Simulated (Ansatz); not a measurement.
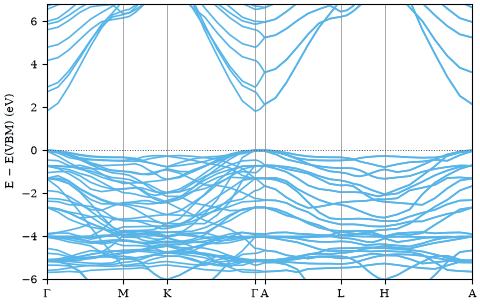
*Band structure from r²SCAN in the plane-wave PAW code Ansatz*

Q: Read off the gap and where the band edges lie.

A: About 1.8 eV (1.82 eV by a search for the band edges); maximum at Γ, minimum at Γ.

Q: Which of these materials gives this?
A) GaSb, wurtzite
B) ZnO, P6_3mc (Zn on 2a, Zn on 2b, O on 2a, O on 2b)
C) ZnO, wurtzite
D) Zn2InGaO5, P6_3/mmc (Pearson symbol hP18)

A: D, Zn2InGaO5, P6_3/mmc (Pearson symbol hP18)

The first step of the workflow began from a Materials Project structure, measured or hypothetical; the Crystallography Open Database copy checked does not list it. Its standing as an ambient phase is unchecked. The r²SCAN relaxation kept the symmetry of its start; whether a distortion lowers the energy is not shown. Spin–orbit coupling is left out wherever it is not named.

Potentials: the later of the program's two PAW sets.
